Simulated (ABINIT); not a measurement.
**MgO (Fm-3m): bands and cutoff in G0W0 with ABINIT**

Wanted: a converged G0W0 gap of MgO (Fm-3m), or an estimate of the limit.

Calculated with ABINIT 10.8.3; PBE and many-body steps on it, plane waves.

**1. The structure**

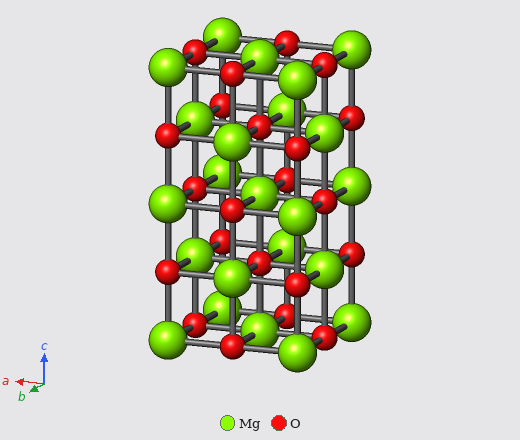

The starting structure, seen from a free direction (magnesium green, oxygen red). 1×1×2 cells are drawn. This picture shows the conventional cell, with its axes. Some periodic images of atoms are drawn too.

The cell and positions are those that the Materials Project relaxed with its own functionals (PBE, PBE+U or r2SCAN), kept fixed.

**2. Empty states on the mesh, 6×6×6 mesh, 484 bands**

This step: ABINIT 10.8.3; DFT, PBE, plane waves, norm-conserving pseudopotentials.

The sums over transitions need many empty states on a uniform mesh; this step solves for them.

File run.abi:

```
acell 3*1.0 Angstrom
rprim 
  -0.000000000000 2.097001392700 2.097001392700
  2.097001392700 -0.000000000000 2.097001392700
  2.097001392700 2.097001392700 -0.000000000000
ntypat 2
znucl 12 8
natom 2
typat 1 2
xred 
  0.000000000000 0.000000000000 0.000000000000
  0.500000000000 0.500000000000 0.500000000000
pp_dirpath "pseudos"
pseudos "Mg.upf, O.upf"
ecut 38
ngkpt 6 6 6
nshiftk 1
shiftk 0 0 0
kptopt 1
chksymbreak 0
irdden 1
istwfk *1
nband 484
prtvol 0
optdriver 6
gwr_task "HDIAGO"
paral_kgb 0
occopt 1
indata_prefix "in"
outdata_prefix "out"
tmpdata_prefix "tmp"
```

The run is started by

```console
OMP_NUM_THREADS=1 mpirun -n 4 abinit run.abi > log
```

Output:

```text
.Version 10.8.3 of ABINIT. v10.8.2 released Aug 2026.

 Symmetries : space group Fm -3 m (#225); Bravais cF (face-center cubic)
[... echo of the input left out ...]
== DATASET  1 ==================================================================
-   mpi_nproc: 4, omp_nthreads: 1 (-1 if OMP is not activated)

--- !DatasetInfo
iteration_state: {dtset: 1, }
dimensions: {natom: 2, nkpt: 16, mband: 484, nsppol: 1, nspinor: 1, nspden: 1, mpw: 1411, }
cutoff_energies: {ecut:  38.0, pawecutdg:  -1.0, }
[...]
Direct band gap semiconductor
 Fundamental gap:     4.895 (eV)
   VBM:     4.841 (eV) at k: [ 0.0000E+00,  0.0000E+00,  0.0000E+00]
   CBM:     9.736 (eV) at k: [ 0.0000E+00,  0.0000E+00,  0.0000E+00]
 Direct gap:         4.895 (eV) at k: [ 0.0000E+00,  0.0000E+00,  0.0000E+00]

== END DATASET(S) ==============================================================
================================================================================

 -outvars: echo values of variables after computation  --------
           etotal      0.0000000000E+00
            nband         484
             nkpt          16
          spgroup         225
 [... the other variables as echoed above ...]

 Calculation completed.
```

Run time: 13 s. Hardware: 4 MPI ranks of Arm Neoverse V2, shared host; peak memory 0.69 GiB.

Numbers from this step:

- gap: 4.895 eV
- k of the valence top: 0, 0, 0
- k of the conduction bottom: 0, 0, 0
- least direct gap: 4.895 eV
- k points computed: 16
- lowest point of the top converged band, above the valence top: 481.5744 eV

On this mesh the gap is 4.895 eV.

The density comes from a self-consistent run that is not shown.

**3. Screening, 6×6×6 mesh, 100 bands, screening to 203.5 eV**

The RPA dielectric matrix is built and inverted for each q.

This step: RPA screening on PBE, plane waves, norm-conserving pseudopotentials.

run.abi: that of step 2 with these lines changed.

```diff
@@ -20,10 +20,11 @@
 chksymbreak 0
-irdden 1
 istwfk *1
-nband 484
-prtvol 0
-optdriver 6
-gwr_task "HDIAGO"
-paral_kgb 0
 occopt 1
+irdwfk 1
+optdriver 3
+nband 100
+ecuteps 7.48
+inclvkb 2
+awtr 1
+symchi 1
 indata_prefix "in"
```

Output:

```text
.Version 10.8.3 of ABINIT. v10.8.2 released Aug 2026.

 Symmetries : space group Fm -3 m (#225); Bravais cF (face-center cubic)
[... echo of the input left out ...]
== DATASET  1 ==================================================================
-   mpi_nproc: 4, omp_nthreads: 1 (-1 if OMP is not activated)

--- !DatasetInfo
iteration_state: {dtset: 1, }
dimensions: {natom: 2, nkpt: 16, mband: 100, nsppol: 1, nspinor: 1, nspden: 1, mpw: 1411, }
cutoff_energies: {ecut:  38.0, pawecutdg:  -1.0, }
electrons: {nelect:   1.60000000E+01, charge:   0.00000000E+00, occopt:   1.00000000E+00, tsmear:   1.00000000E-02, }

 SCREENING: Calculation of the susceptibility and dielectric matrices

 Based on a program developped by R.W. Godby, V. Olevano, G. Onida, and L. Reining.
 Incorporated in ABINIT by V. Olevano, G.-M. Rignanese, and M. Torrent.
.Using double precision arithmetic ; gwpc =  8

[... cell and pseudopotentials left out ...]
--------------------------------------------------------------------------------

 ==== K-mesh for the wavefunctions ====
 Number of points in the irreducible wedge :    16
[... list of points left out ...]
 Together with 48 symmetry operations and time-reversal symmetry
 yields   216 points in the full Brillouin Zone.

 ==== Q-mesh for the screening function ====
 Number of points in the irreducible wedge :    16
[... list of points left out ...]
 Together with 48 symmetry operations and time-reversal symmetry
 yields   216 points in the full Brillouin Zone.

 setmesh: FFT mesh size selected  =    24x   24x   24
          total number of points  =        13824

 vcoul_init : cutoff-mode = AUXILIARY_FUNCTION
 q-points for optical limit:   1
     1)      0.000010    0.000020    0.000030

- screening: taking advantage of time-reversal symmetry
- Maximum band index for partially occupied states nbvw = 8
- Remaining bands to be divided among processors   nbcw = 92
- Number of bands treated by each node ~23

 Number of electrons calculated from density =   16.0000; Expected =   16.0000
 average of density, n =  0.128557
 r_s =    1.2291
 omega_plasma =   34.5863 [eV]

 calculating chi0 at frequencies [eV] :
  1    0.000000E+00    0.000000E+00
  2    0.000000E+00    3.458631E+01

--------------------------------------------------------------------------------
  q-point number  1        q = ( 0.000000, 0.000000, 0.000000) [r.l.u.]
--------------------------------------------------------------------------------
[... chi0 elements left out ...]
 For q-point:  0.000010 0.000020 0.000030
  dielectric constant =   3.0214
  dielectric constant without local fields =   3.2361

  Average fulfillment of the sum rule on Im[epsilon] for q-point    1 :     74.18  [%]
[... wings left out ...]
  q-point number  2        q = ( 0.166667, 0.000000, 0.000000) [r.l.u.]
--------------------------------------------------------------------------------
[... chi0 elements left out ...]
  Average fulfillment of the sum rule on Im[epsilon] for q-point    2 :     87.69  [%]

 [... 14 further q-points ...]
```

The job ended after 55 s (4 MPI ranks; peak memory 0.8 GiB; 3.7 min of CPU time).

Numbers from this step:

```
ε∞ with local fields, on this mesh, along the program's q direction : 3.021
the same without local fields                                       : 3.236
plasma frequency                                                    : 34.59 eV
plane waves in the screening matrix                                 : 113
```

Local fields lower ε∞ by 7 %.

**4. 100 bands, 203.5 eV**

The self-energy is evaluated for the states that the input lists, and the levels follow from it, in one-shot runs by the linearised quasiparticle equation.

This step: G0W0 on PBE, plane waves, norm-conserving pseudopotentials.

run.abi: that of step 3 with these lines changed.

```diff
@@ -23,8 +23,19 @@
 irdwfk 1
-optdriver 3
+optdriver 4
 nband 100
+gwcalctyp 0
+ecutsigx 38
+symsigma 1
+nkptgw 3
+kptgw 
+  0.0000000000 0.0000000000 0.0000000000
+  0.5000000000 0.0000000000 0.0000000000
+  0.5000000000 0.5000000000 0.0000000000
+bdgw 
+  6 12
+  7 10
+  7 10
 ecuteps 7.48
-inclvkb 2
-awtr 1
-symchi 1
+irdscr 1
+ppmodel 1
 indata_prefix "in"
```

Output:

```text
.Version 10.8.3 of ABINIT. v10.8.2 released Aug 2026.

 Symmetries : space group Fm -3 m (#225); Bravais cF (face-center cubic)
[... echo of the input left out ...]
== DATASET  1 ==================================================================
-   mpi_nproc: 4, omp_nthreads: 1 (-1 if OMP is not activated)

--- !DatasetInfo
iteration_state: {dtset: 1, }
dimensions: {natom: 2, nkpt: 16, mband: 100, nsppol: 1, nspinor: 1, nspden: 1, mpw: 1411, }
cutoff_energies: {ecut:  38.0, pawecutdg:  -1.0, }
electrons: {nelect:   1.60000000E+01, charge:   0.00000000E+00, occopt:   1.00000000E+00, tsmear:   1.00000000E-02, }

 SIGMA: Calculation of the GW corrections

 Based on a program developped by R.W. Godby, V. Olevano, G. Onida, and L. Reining.
 Incorporated in ABINIT by V. Olevano, G.-M. Rignanese, and M. Torrent.
.Using double precision arithmetic ; gwpc =  8

[... cell and pseudopotentials left out ...]
--------------------------------------------------------------------------------

 ==== K-mesh for the wavefunctions ====
 Number of points in the irreducible wedge :    16
[... list of points left out ...]
 Together with 48 symmetry operations and time-reversal symmetry
 yields   216 points in the full Brillouin Zone.

 ==== Q-mesh for screening function ====
 Number of points in the irreducible wedge :    16
[... list of points left out ...]
 Together with 48 symmetry operations and time-reversal symmetry
 yields   216 points in the full Brillouin Zone.

 vcoul_init : cutoff-mode = AUXILIARY_FUNCTION
 q-points for optical limit:   1
     1)      0.000010    0.000020    0.000030
 setmesh: FFT mesh size selected  =    32x   32x   32
          total number of points  =        32768

 Number of electrons calculated from density =   16.0000; Expected =   16.0000
 average of density, n =  0.128557
 r_s =    1.2291
 omega_plasma =   34.5863 [eV]

 === KS Band Gaps ===
  >>>> For spin  1
   Minimum direct gap =   4.8948 [eV], located at k-point      :   0.0000  0.0000  0.0000
   Fundamental gap    =   4.8948 [eV], Top of valence bands at :   0.0000  0.0000  0.0000
                                       Bottom of conduction at :   0.0000  0.0000  0.0000
 SIGMA fundamental parameters:
 PLASMON POLE MODEL  1
 number of plane-waves for SigmaX                 1411
 number of plane-waves for SigmaC and W            113
 number of plane-waves for wavefunctions          1411
 number of bands                                   100
 number of independent spin polarizations            1
 number of spinorial components                      1
 number of k-points in IBZ                          16
 number of q-points in IBZ                          16
 number of symmetry operations                      48
 number of k-points in BZ                          216
 number of q-points in BZ                          216
 number of frequencies for dSigma/dE                 9
 frequency step for dSigma/dE [eV]                0.25
 number of omega for Sigma on real axis              0
 max omega for Sigma on real axis  [eV]           0.00
 zcut for avoiding poles [eV]                     0.10

 EPSILON^-1 parameters (SCR file):
 dimension of the eps^-1 matrix on file            113
 dimension of the eps^-1 matrix used               113
 number of plane-waves for wavefunctions          1411
 number of bands                                   100
 number of q-points in IBZ                          16
 number of frequencies                               2
 number of real frequencies                          1
 number of imag frequencies                          1

 matrix elements of self-energy operator (all in [eV])

 Perturbative Calculation

--- !SelfEnergy_ee
iteration_state: {dtset: 1, }
kpoint     : [   0.000,    0.000,    0.000, ]
spin       : 1
KS_gap     :    4.895
QP_gap     :    7.183
Delta_QP_KS:    2.288
data: !SigmaeeData |
     Band     E0 <VxcDFT>   SigX SigC(E0)      Z dSigC/dE  Sig(E)    E-E0       E
        6   4.841 -20.153 -25.631   3.786   0.809  -0.236 -21.522  -1.369   3.472
        7   4.841 -20.153 -25.631   3.786   0.809  -0.236 -21.522  -1.369   3.472
        8   4.841 -20.153 -25.631   3.786   0.809  -0.236 -21.522  -1.369   3.472
        9   9.736 -13.562  -8.944  -3.543   0.856  -0.168 -12.642   0.920  10.656
       10  20.877  -9.643  -3.728  -4.649   0.860  -0.163  -8.555   1.088  21.965
       11  20.877  -9.643  -3.728  -4.649   0.860  -0.163  -8.555   1.088  21.965
[...]
--- !SelfEnergy_ee
iteration_state: {dtset: 1, }
kpoint     : [   0.500,    0.000,    0.000, ]
spin       : 1
KS_gap     :    8.670
QP_gap     :   11.237
Delta_QP_KS:    2.567
data: !SigmaeeData |
     Band     E0 <VxcDFT>   SigX SigC(E0)      Z dSigC/dE  Sig(E)    E-E0       E
[...]
--- !SelfEnergy_ee
iteration_state: {dtset: 1, }
kpoint     : [   0.500,    0.500,    0.000, ]
spin       : 1
KS_gap     :   10.595
QP_gap     :   13.020
Delta_QP_KS:    2.425
data: !SigmaeeData |
     Band     E0 <VxcDFT>   SigX SigC(E0)      Z dSigC/dE  Sig(E)    E-E0       E
[...]
8   3.490 -18.810 -24.747   3.924   0.808  -0.238 -20.436  -1.626   1.864
        9  14.086  -8.929  -3.915  -4.100   0.873  -0.145  -8.131   0.799  14.884
       10  14.995 -12.074  -6.425  -4.342   0.868  -0.152 -10.940   1.134  16.129

== END DATASET(S) ==============================================================
================================================================================

 -outvars: echo values of variables after computation  --------
           etotal      0.0000000000E+00
            nband         100
             nkpt          16
          spgroup         225
 [... the other variables as echoed above ...]

 Calculation completed.
```

Run time: 7.7 s. Hardware: 4 MPI ranks; peak memory 0.78 GiB; 30 s of CPU time.

This step gave:

```
G0W0 gap on the points computed              : 7.184 eV
starting gap on the mesh                     : 4.895 eV
k of the valence top                         : 0, 0, 0
k of the conduction bottom                   : 0, 0, 0
Z at the valence top                         : 0.809
Z at the conduction bottom                   : 0.856
least direct G0W0 gap on the computed points : 7.184 eV
```

The gap on the mesh goes from 4.89 eV to 7.18 eV, a correction of +2.29 eV.

**5. Screening, 6×6×6 mesh, 149 bands, screening to 269.4 eV**

This step: RPA screening on PBE, plane waves, norm-conserving pseudopotentials.

run.abi: that of step 4 with these lines changed.

```diff
@@ -23,19 +23,8 @@
 irdwfk 1
-optdriver 4
-nband 100
-gwcalctyp 0
-ecutsigx 38
-symsigma 1
-nkptgw 3
-kptgw 
-  0.0000000000 0.0000000000 0.0000000000
-  0.5000000000 0.0000000000 0.0000000000
-  0.5000000000 0.5000000000 0.0000000000
-bdgw 
-  6 12
-  7 10
-  7 10
-ecuteps 7.48
-irdscr 1
-ppmodel 1
+optdriver 3
+nband 149
+ecuteps 9.9
+inclvkb 2
+awtr 1
+symchi 1
 indata_prefix "in"
```

Output:

```text
.Version 10.8.3 of ABINIT. v10.8.2 released Aug 2026.

 Symmetries : space group Fm -3 m (#225); Bravais cF (face-center cubic)
[... echo of the input left out ...]
== DATASET  1 ==================================================================
-   mpi_nproc: 4, omp_nthreads: 1 (-1 if OMP is not activated)

--- !DatasetInfo
iteration_state: {dtset: 1, }
dimensions: {natom: 2, nkpt: 16, mband: 149, nsppol: 1, nspinor: 1, nspden: 1, mpw: 1411, }
cutoff_energies: {ecut:  38.0, pawecutdg:  -1.0, }
electrons: {nelect:   1.60000000E+01, charge:   0.00000000E+00, occopt:   1.00000000E+00, tsmear:   1.00000000E-02, }

 SCREENING: Calculation of the susceptibility and dielectric matrices

 Based on a program developped by R.W. Godby, V. Olevano, G. Onida, and L. Reining.
 Incorporated in ABINIT by V. Olevano, G.-M. Rignanese, and M. Torrent.
.Using double precision arithmetic ; gwpc =  8

[... cell and pseudopotentials left out ...]
--------------------------------------------------------------------------------

 ==== K-mesh for the wavefunctions ====
 Number of points in the irreducible wedge :    16
[... list of points left out ...]
 Together with 48 symmetry operations and time-reversal symmetry
 yields   216 points in the full Brillouin Zone.

 ==== Q-mesh for the screening function ====
 Number of points in the irreducible wedge :    16
[... list of points left out ...]
 Together with 48 symmetry operations and time-reversal symmetry
 yields   216 points in the full Brillouin Zone.

 setmesh: FFT mesh size selected  =    24x   24x   24
          total number of points  =        13824

 vcoul_init : cutoff-mode = AUXILIARY_FUNCTION
 q-points for optical limit:   1
     1)      0.000010    0.000020    0.000030

- screening: taking advantage of time-reversal symmetry
- Maximum band index for partially occupied states nbvw = 8
- Remaining bands to be divided among processors   nbcw = 141
- Number of bands treated by each node ~35

 Number of electrons calculated from density =   16.0000; Expected =   16.0000
 average of density, n =  0.128557
 r_s =    1.2291
 omega_plasma =   34.5863 [eV]

 calculating chi0 at frequencies [eV] :
  1    0.000000E+00    0.000000E+00
  2    0.000000E+00    3.458631E+01

--------------------------------------------------------------------------------
  q-point number  1        q = ( 0.000000, 0.000000, 0.000000) [r.l.u.]
--------------------------------------------------------------------------------
[... chi0 elements left out ...]
 For q-point:  0.000010 0.000020 0.000030
  dielectric constant =   3.0187
  dielectric constant without local fields =   3.2380

  Average fulfillment of the sum rule on Im[epsilon] for q-point    1 :     84.33  [%]
[... wings left out ...]
  q-point number  2        q = ( 0.166667, 0.000000, 0.000000) [r.l.u.]
--------------------------------------------------------------------------------
[... chi0 elements left out ...]
  Average fulfillment of the sum rule on Im[epsilon] for q-point    2 :     95.65  [%]

 [... 14 further q-points ...]
```

Run time: 98 s. Hardware: 4 MPI ranks; peak memory 1 GiB.

Numbers from this step:

```
ε∞ with local fields, on this mesh, along the program's q direction : 3.019
the same without local fields                                       : 3.238
plasma frequency                                                    : 34.59 eV
plane waves in the screening matrix                                 : 169
```

[end of part 1 of 2]

[Paths, hosts, dates, memory and timing lines, banners, echoed tables and standing remarks are left out of the program output.]

[Logs are printed without paths, hosts, clocks, repeated set-up lines and the standing remarks that a program may print on its own settings, such as how far it seeks lower states.]

[Runs of the session that timed out or met a known fault of the program may be left out.]

[Hosts, paths, dates, database ids (printed as entryN), source tags and the programs' standing remarks are cut or masked in the printed files.]

[G0W0 gaps are taken among the corrected bands and points alone; a level outside them can change the order at an edge.]

[Where Ansatz stands beside ABINIT at settings called matched, ABINIT's density can come from a denser mesh and the files from another edition; pairs whose starting gaps differed by over 0.03 eV were left out, so agreement reads better than it is.]
